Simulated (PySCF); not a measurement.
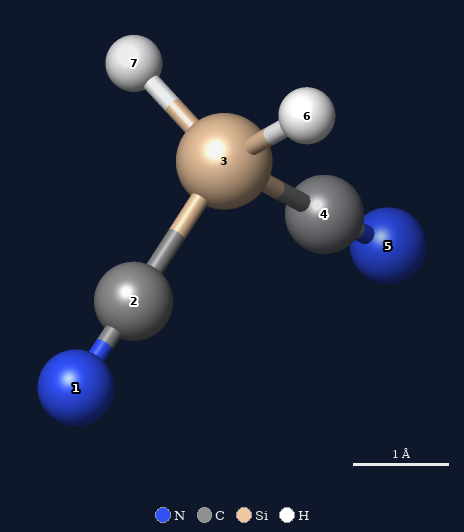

**Figure 1.** The input geometry (ball-and-stick view, seen at a tilt; atoms are numbered from 1 in the order of the input).

# C2H2N2Si: NMR shielding calculation

- system: C2H2N2Si, SMILES N#C[SiH2]C#N
- method: GIAO BP86/pcSseg-2 NMR shielding, non-relativistic, gas phase (PySCF 2.14.0)

The geometry comes from this level: PBE0-D3(BJ)/def2-SVP. Figures and captions count atoms from 1; the log counts them from 0 in places.

### Input
```
{"job": {"kind": "nmr", "xc": "BP86", "basis": "pcSseg-2", "pop": false}, "charge": 0, "multiplicity": 1}
N     -2.624699    -0.586983     0.219979
C     -1.550467    -0.157634     0.149552
Si     0.149054     0.565141     0.046084
C      1.316696    -0.836632    -0.260799
N      2.065889    -1.699975    -0.453072
H      0.483955     1.204490     1.340571
H      0.205900     1.504399    -1.099061
```

The first line tells a small driver script what to run in PySCF; the rest is the geometry in Å.

Machine: 1 CPU thread, shared host.

Command:
```bash
OMP_NUM_THREADS=1 python <driver script> task.json out
```

### The program's output
```
coarse grid: 7160 points
cycle   1  E = -476.4182136898  dE =  4.031e-01  |g| = 5.182e-01  |ddm| = 2.153e+00
cycle   2  E = -475.8795814819  dE =  5.386e-01  |g| = 1.552e+00  |ddm| = 1.151e+00
cycle   3  E = -476.4622855177  dE = -5.827e-01  |g| = 3.071e-01  |ddm| = 9.227e-01
cycle   4  E = -476.4826934406  dE = -2.041e-02  |g| = 4.063e-02  |ddm| = 1.717e-01
cycle   5  E = -476.4831374544  dE = -4.440e-04  |g| = 8.440e-03  |ddm| = 4.415e-02
cycle   6  E = -476.4831639130  dE = -2.646e-05  |g| = 2.002e-03  |ddm| = 1.037e-02
cycle   7  E = -476.4831645391  dE = -6.261e-07  |g| = 1.351e-03  |ddm| = 1.829e-03
final grid: 67072 points
cycle   8  E = -476.4991856234  dE = -2.842e-05  |g| = 5.762e-03  |ddm| = 3.196e-02
cycle   9  E = -476.4991063429  dE =  7.928e-05  |g| = 1.971e-02  |ddm| = 1.125e-02
cycle  10  E = -476.4991924629  dE = -8.612e-05  |g| = 1.452e-03  |ddm| = 8.462e-03
cycle  11  E = -476.4991927890  dE = -3.261e-07  |g| = 1.015e-03  |ddm| = 1.304e-03
cycle  12  E = -476.4991929542  dE = -1.652e-07  |g| = 5.121e-04  |ddm| = 5.903e-04
cycle  13  E = -476.4991930150  dE = -6.078e-08  |g| = 2.095e-05  |ddm| = 2.743e-04
cycle  14  E = -476.4991930151  dE = -5.093e-11  |g| = 5.920e-06  |ddm| = 1.549e-05
```

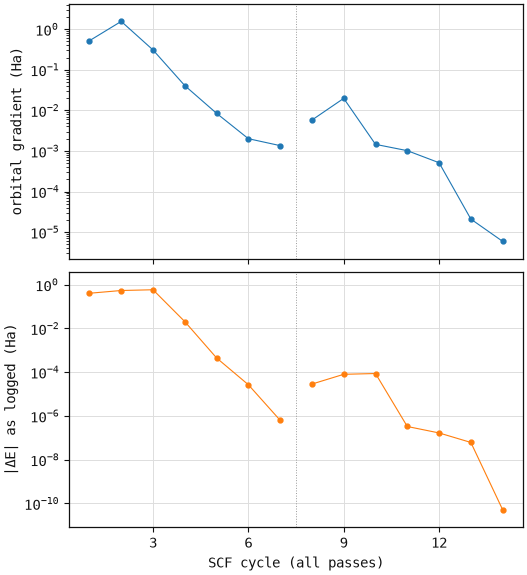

**Figure 2.** Convergence of the self-consistent field: orbital gradient and size of the energy change against the SCF cycle. The dotted line marks the change from a coarse to the final integration grid. The first 7 cycles use a coarse grid, the final grid takes over at cycle 8, and the field converges after 14 cycles in all.

```
converged SCF energy = -476.4991930151

GIAO shielding tensors (ppm)
atom      isotropic    diamagn.    paramagn.     s11        s22        s33       span
  0 N     -115.221     329.137    -444.358   -320.230   -319.332    293.898    614.129
  1 C       62.689     263.345    -200.656    -48.892    -48.048    285.008    333.900
  2 Si     431.191     877.379    -446.188    422.921    424.671    445.979     23.058
  3 C       62.682     263.332    -200.650    -48.894    -48.056    284.996    333.890
  4 N     -115.328     329.121    -444.449   -320.445   -319.503    293.964    614.408
  5 H       26.583      27.682      -1.099     23.723     25.043     30.983      7.261
  6 H       26.584      27.668      -1.084     23.725     25.046     30.982      7.257
```

### Results in brief

- outcome: converged
- total energy: −476.499193 hartree
- HOMO: −9.07 eV
- LUMO: −2.74 eV
- dipole moment: 3.64 D
- isotropic shielding, N: −115.3 to −115.2 ppm
- isotropic shielding, C: 62.7 ppm
- isotropic shielding, Si: 431.2 ppm
- isotropic shielding, H: 26.6 ppm
- wall time: 32 s
- peak memory: 0.87 GiB
